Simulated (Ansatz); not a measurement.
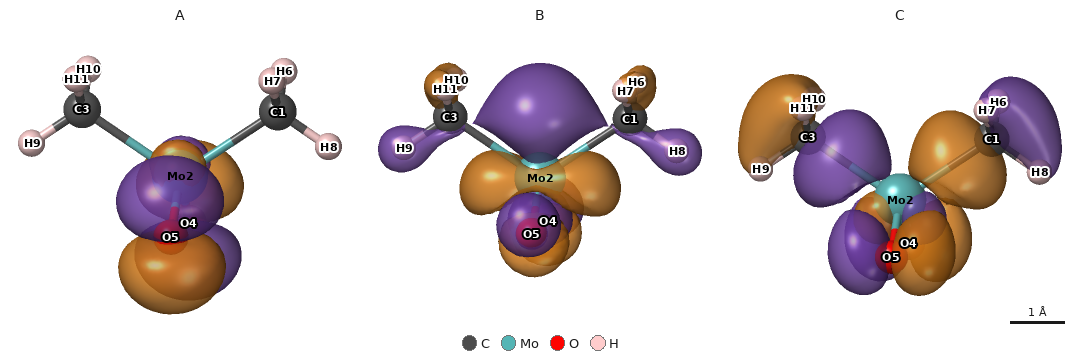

*C2H6MoO2 (SMILES [CH3][Mo]([CH3])(=[O])=[O]). Three frontier orbitals at ±0.1 Å⁻³ᐟ² (orange and purple are the two phases), in no order.*

Geometry: PBE0-D4/def2-TZVP; core potentials replace the inner electrons of Mo.

Computed with RKS PBE0-D4/def2-TZVPP (Ansatz 0.2.0).

The calculation's input:

```
crystal:
  periodic: [false, false, false]
  atoms:
    - {symbol: C, position_ang: [-1.683982, 0.512683, 0.248551]}
    - {symbol: Mo, position_ang: [0.139644, 0.215610, -0.744267]}
    - {symbol: C, position_ang: [1.568869, -0.732455, 0.463318]}
    - {symbol: O, position_ang: [-0.136358, -0.738697, -2.092094]}
    - {symbol: O, position_ang: [0.741445, 1.706305, -1.212391]}
    - {symbol: H, position_ang: [-2.079249, -0.461411, 0.555155]}
    - {symbol: H, position_ang: [-1.505224, 1.135655, 1.131192]}
    - {symbol: H, position_ang: [-2.422843, 1.006907, -0.385594]}
    - {symbol: H, position_ang: [2.515097, -0.884729, -0.060053]}
    - {symbol: H, position_ang: [1.176773, -1.707365, 0.771522]}
    - {symbol: H, position_ang: [1.751229, -0.109503, 1.345263]}
basis:
  gaussian: {orbitals: def2-TZVPP}
hamiltonian: {xc: pbe0, dispersion: d4}
output: {orbitals: {seedname: orbitals}}
```

Launched as:

```sh
ansatz run in.yaml --threads 4 --pin off --events-out ev --progress --plain --max-ram 10444MiB
```

### Order the three orbitals by energy and name them.

A is the HOMO−1 (−8.95 eV). By Hirshfeld shares it lies mainly on O4 (about 45 %) and O5 (about 45 %); largely a combination of lone pairs on O4 and O5. C is the HOMO (−8.60 eV). Its weight (Hirshfeld) is mainly on Mo2 (about 20 %), C1 (about 20 %), C3 (about 20 %), O4 (about 15 %) and O5 (about 15 %). B is the LUMO (−2.71 eV). Its weight (Hirshfeld) is mainly on Mo2 (about 60 %), O4 (about 10 %) and O5 (about 10 %).

### What is the HOMO–LUMO gap?

5.89 eV between the orbital energies.
